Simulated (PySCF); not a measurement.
Molecule: SMILES Sc1c(C)cccc1 (C7H8S). Atoms near the plane z = 0.0 Å, at the GFN2-xTB optimised geometry (x, y, z in Å): C1 (-1.6, -2.0, 0.0), C2 (-0.8, -0.7, 0.0), C3 (-1.5, 0.5, 0.0), C4 (-0.8, 1.7, 0.0), C5 (0.6, 1.7, 0.0), C6 (1.3, 0.5, 0.0), C7 (0.6, -0.7, 0.0), S8 (1.4, -2.3, 0.0), H9 (-2.6, -1.9, 0.0), H10 (-1.3, -2.6, 0.9), H11 (-1.3, -2.6, -0.9), H12 (-2.6, 0.5, 0.0), H13 (-1.3, 2.6, 0.0), H14 (1.2, 2.6, 0.0), H15 (2.4, 0.4, 0.0), H16 (2.6, -1.8, 0.0).

Method: CAM-B3LYP/def2-TZVP (PySCF). Cells within 0.4 Å of a nucleus heavier than hydrogen are left out (blank, or x). The values are rescaled to run from 0 to 1.

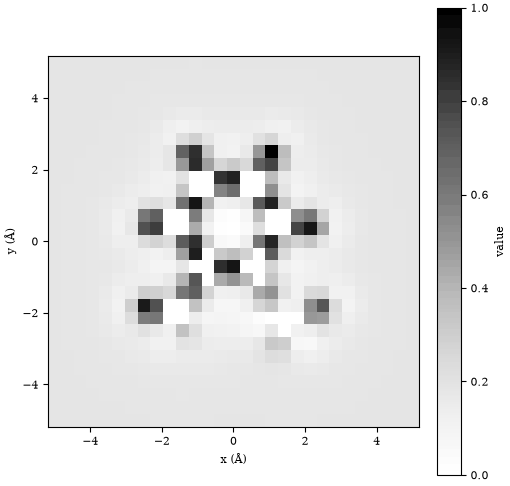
Fig. 1. a field on the plane z = 0.0 Å.

**Question.** Which quantity is mapped?
A. log10 of the electron density
B. an orbital amplitude
C. Laplacian of the electron density
D. deformation density (molecule minus spherical neutral atoms)

**Answer.** D, deformation density (molecule minus spherical neutral atoms). In full: deformation density (molecule minus spherical neutral atoms) (e/bohr³).
